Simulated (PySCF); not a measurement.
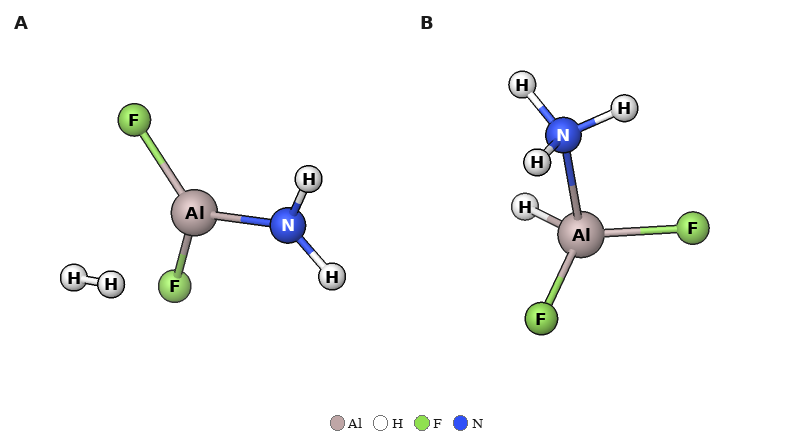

2 stationary structures of one formula. Geometries: PBE0-D4/def2-TZVP. Electronic energies: CCSD(T)/CBS (MP2 limit from def2-TZVPP and def2-QZVPP plus CCSD(T) − MP2) (PySCF 2.14.0), without zero-point energy. No frequency run is at hand to confirm each as a minimum. Each is one conformer, not always the lowest.

Which structure is the most stable?

Answer. B is lowest; A lies 15.7 kcal/mol above it (Cs).

Give E(B) − E(A) in kcal/mol at these levels too: BHLYP-D4/def2-TZVPP; PBE0-D4/def2-TZVPP; PBE0-D4/def2-TZVP; PBE-D4/def2-SVP; B3LYP-D4/def2-TZVPP; SPW92 (LDA)/def2-TZVPP; r2SCAN-D4/def2-TZVPP; RHF-CCSD(T) (frozen core)/def2-TZVPP.

| level | E(B) − E(A) (kcal/mol) |
| --- | --- |
| BHLYP-D4/def2-TZVPP | −17.6 |
| PBE0-D4/def2-TZVPP | −17.3 |
| PBE0-D4/def2-TZVP | −17.2 |
| PBE-D4/def2-SVP | −20.1 |
| B3LYP-D4/def2-TZVPP | −15.7 |
| SPW92 (LDA)/def2-TZVPP | −18.0 |
| r2SCAN-D4/def2-TZVPP | −15.7 |
| RHF-CCSD(T) (frozen core)/def2-TZVPP | −16.4 |
